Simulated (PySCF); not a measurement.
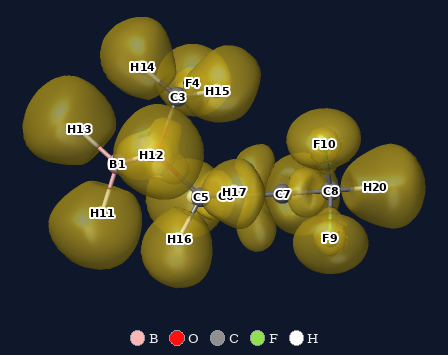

Figure. C5H10BF3O (SMILES [BH3-][O+](CF)C/C=C\C(F)F). Isosurface of the electron localisation function at 0.75 (yellow), seen at a tilt. Core shells and regions of very low density are left out.

Geometry: GFN2-xTB.

Theory: PBE0/pcSseg-1, SCF density, gas phase, non-relativistic in PySCF.

```xyz
20

B    -2.4754   -0.9717   -0.7690
O    -1.3467    0.1967   -0.3131
C    -1.4147    0.4037    1.0565
F    -0.8340    1.6025    1.3673
C    -0.0307   -0.1376   -0.7734
C     0.8982    1.0286   -0.6398
C     2.0906    1.0096   -0.0607
C     2.6879   -0.2101    0.5835
F     2.8426   -1.2229   -0.3109
F     1.8732   -0.7068    1.5562
H    -2.3206   -1.0602   -1.9371
H    -2.1821   -1.9468   -0.1577
H    -3.5085   -0.4912   -0.4520
H    -2.4686    0.4657    1.3409
H    -0.8825   -0.3659    1.6355
H    -0.1542   -0.3819   -1.8326
H     0.3252   -1.0315   -0.2519
H     0.5262    1.9525   -1.0608
H     2.7011    1.8971   -0.0267
H     3.6681   -0.0190    1.0426
```

Q: Identify the bonds, lone pairs and shells in this picture.

A: At this value the surface marks out three regions between bonded C–C atoms (shared pairs), ten regions around hydrogen nuclei, three regions on F in which the atom's valence shell and bonds are merged and one region on O in which the atom's valence shell and bonds are merged. Along the contacts the grid gives the following. C–C (1.33 Å): the ELF peaks at about 0.90 between the atoms: a short, multiple covalent bond. C–F (1.36 Å): the ELF peaks at about 0.85 between the atoms; a polar covalent bond.
